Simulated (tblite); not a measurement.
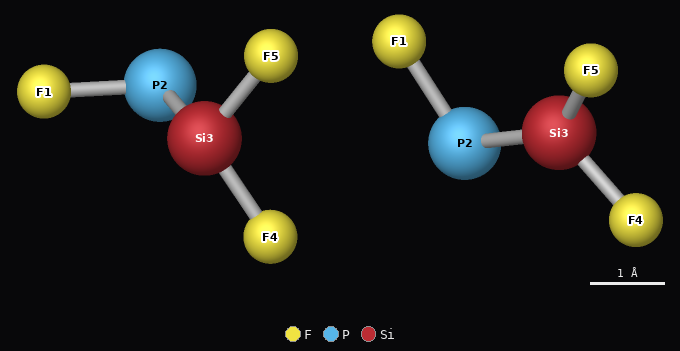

Two geometries of SiPF₃, drawn at one scale. One is the start of a relaxation, the other its converged end. The picture is a ball-and-stick view, seen from a free direction.

Computed with GFN2-xTB geometry optimisation, gas phase in tblite. 

Q: Which of the two is the end point?

A: The right one is the relaxed one. P2 moves most after the best rigid fit: 0.93 Å. Largest moves by element: P 0.93 Å, F 0.72 Å, Si 0.37 Å. Among the contacts that change: P2–Si3 2.216 → 2.100 Å, F1–P2 1.607 → 1.661 Å, Si3–F4 1.623 → 1.594 Å, Si3–F5 1.612 → 1.596 Å. Bond angles that change, for instance: P2–Si3–F5 109.2° → 146.6°, F4–Si3–F5 108.4° → 97.7°, P2–Si3–F4 108.5° → 115.7°. The energy falls by 29.6 kcal/mol in 42 geometry steps. Cost: 0.16 s on 1 thread of Arm Neoverse V1 (shared host).
